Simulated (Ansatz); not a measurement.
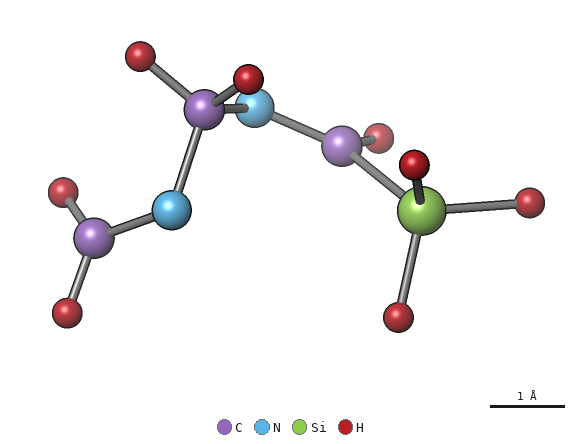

This is the input geometry for a relaxation of C₃H₈N₂Si. The picture is a ball-and-stick view, seen face on.

The run prepares an end point of a later path (hydrogen shift) calculation, from a guessed geometry.

All numbers below come from RKS revPBE-D4/6-31G (Ansatz).

Input
```yaml
crystal:
  periodic: [false, false, false]
  atoms:
    - { symbol: C, position_ang: [1.0627, -2.1474, -0.6227] }
    - { symbol: "N", position_ang: [1.1789, -0.9239, -0.1563] }
    - { symbol: C, position_ang: [0.3649, -0.6807, 1.0379] }
    - { symbol: "N", position_ang: [-0.9333, -0.4957, 0.71] }
    - { symbol: C, position_ang: [-1.3961, 0.5477, 0.0756] }
    - { symbol: Si, position_ang: [-0.4364, 2.0582, -0.5168] }
    - { symbol: H, position_ang: [1.5814, -2.4022, -1.5414] }
    - { symbol: H, position_ang: [0.3809, -2.8394, -0.1948] }
    - { symbol: H, position_ang: [0.4969, -1.5039, 1.7958] }
    - { symbol: H, position_ang: [0.7979, 0.1865, 1.6143] }
    - { symbol: H, position_ang: [-2.4832, 0.6328, -0.1143] }
    - { symbol: H, position_ang: [0.1424, 1.8429, -1.862] }
    - { symbol: H, position_ang: [-1.3961, 3.2422, -0.6333] }
    - { symbol: H, position_ang: [0.6261, 2.4536, 0.4367] }
basis:
  gaussian: { orbitals: "6-31G" }
hamiltonian:
  xc: revpbe
  dispersion: d4
relax:
  f_tol: 0.02
  max_steps: 50
output:
  orbitals: {}
```

Launched with:
```bash
ansatz run input.yaml --threads 1 --pin off --max-ram 2048MiB --backend cpu --events-out ev --progress --plain --runs-dir out
```

> What does the optimiser find from here?

The energy falls by 17.4 kcal/mol in 21 accepted moves (23 points after the start). Largest force component: 5.1 eV/Å at the start, 0.017 eV/Å at the end. The line search rejected the trial steps at points 16, 19 of the run. H7 moves most after the best rigid fit: 1.16 Å. By element the largest moves are H 1.16 Å, N 0.76 Å, C 0.67 Å, Si 0.50 Å. Near-neighbour distances that change, for instance: N2–Si6 3.411 → 2.651 Å, C3–N4 1.352 → 1.475 Å, C5–Si6 1.885 → 1.952 Å, C1–H8 1.062 → 1.107 Å. Among the angles between lasting bonds that change: H9–C3–H10 100.0° → 107.7°, C1–N2–C3 113.2° → 120.9°, C5–Si6–H13 109.0° → 102.1°. Groups turn about N2–C3 by about 65°, C3–N4 by about 55°.

History of the run:

```
step  E − E(0), kcal/mol  largest force component, eV/Å      note
   0                0.00                         5.1144          
   1               -7.27                         2.2446          
   2              -10.64                         1.1582          
   3              -11.48                         1.1822          
   4              -12.97                         0.4577          
   5              -13.72                         0.3048          
   6              -14.24                         0.4487          
   7              -14.70                         0.7196          
   8              -15.01                         0.6763          
   9              -15.33                         0.7844          
  10              -15.82                         0.3279          
  11              -16.29                         0.3268          
  12              -16.59                         0.2185          
  13              -16.87                         0.3357          
  14              -16.97                         0.4741          
  15              -17.04                         0.3379          
  16              -16.20                         0.5048  rejected
  17              -17.20                         0.1375          
  18              -17.30                         0.1383          
  19              -16.26                         0.7741  rejected
  20              -17.38                         0.0392          
  21              -17.38                         0.0544          
  22              -17.39                         0.0341          
  23              -17.39                         0.0167
```

The structure at the end:

```xyz
14

C     1.3838   -1.5570   -0.6673
N     0.7218   -0.6442   -0.0436
C    -0.0462   -0.9645    1.1745
N    -1.2802   -0.1663    1.3056
C    -1.4632    0.8738    0.5488
Si   -0.3119    1.6739   -0.8089
H     1.9196   -1.2892   -1.5858
H     1.4426   -2.6118   -0.3368
H    -0.3259   -2.0350    1.2343
H     0.5838   -0.7324    2.0544
H    -2.4067    1.4135    0.7295
H    -0.1836    0.9151   -2.1128
H    -1.0786    2.9528   -1.1683
H     1.0317    2.1422   -0.2949
```

The end point in the same view:

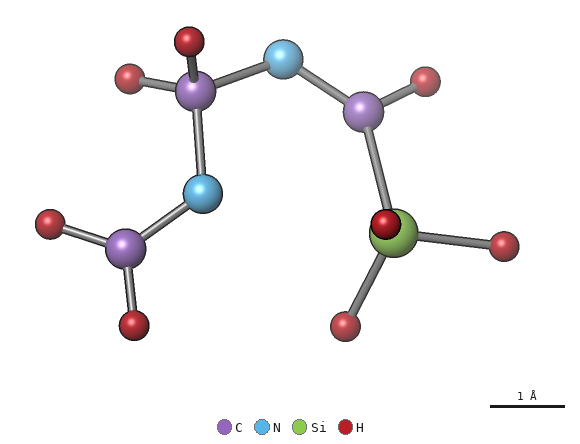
